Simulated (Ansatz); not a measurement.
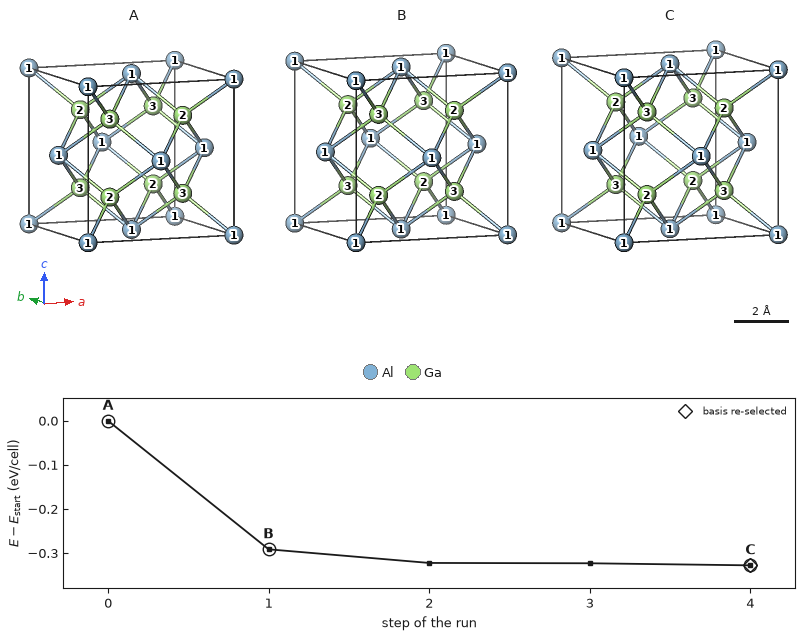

Frames of a relaxation of a crystal of AlGa₂ (a generated structure, set up in Fm-3m) (coarse preliminary run), marked on the history of the run. A ball-and-stick model of the conventional cell (4 times the calculation's cell), seen slightly off an axis. Lengths and directions refer to the drawn axes.

Computed with Ansatz, DFT PBE, scalar-relativistic, plane waves, PAW. Settings: plane-wave cutoff 420 eV; k-point mesh 6 × 6 × 6; occupations gaussian; smearing width 0.1 eV; no spin polarisation; cell and atoms relaxed; force threshold 0.04 eV/Å; at most 70 steps.

**What happens along the run?**

No atom moves by more than 0.005 Å relative to the cell. Cell: a = b = c 5.893 → 6.232 Å (+5.8 %). Volume +18.3 %. Some distances before and after: Al1–Ga2 2.552 → 2.699 Å. The space group stays Fm-3m (No. 225). The energy falls by 0.327 eV per cell of the calculation in 3 accepted moves (4 points after the start). All forces vanish by symmetry, so only the cell relaxes. Pressure: 12.53 GPa at the start and 0.14 GPa at the end. The SCF was repeated once at an unchanged geometry on a basis and grid sized afresh for the cell, which shifted the energy by 4.7 meV per cell of the calculation at most. From step 0 to 1: volume +12.1 %, energy −0.291 eV per cell of the calculation. From step 1 to 4: volume +5.6 %, energy −36.3 meV per cell of the calculation.

| step | E − E(0), meV/atom | pressure, GPa | volume, Å³/atom | note |
| --- | --- | --- | --- | --- |
| 0 | 0.00 | 12.53 | 17.055 |  |
| 1 | -97.05 | 3.39 | 19.111 |  |
| 2 | -107.35 | 0.51 | 20.005 |  |
| 3 | -107.59 | 0.06 | 20.174 |  |
| 4 | -109.16 | 0.14 | 20.174 | same geometry, new basis |
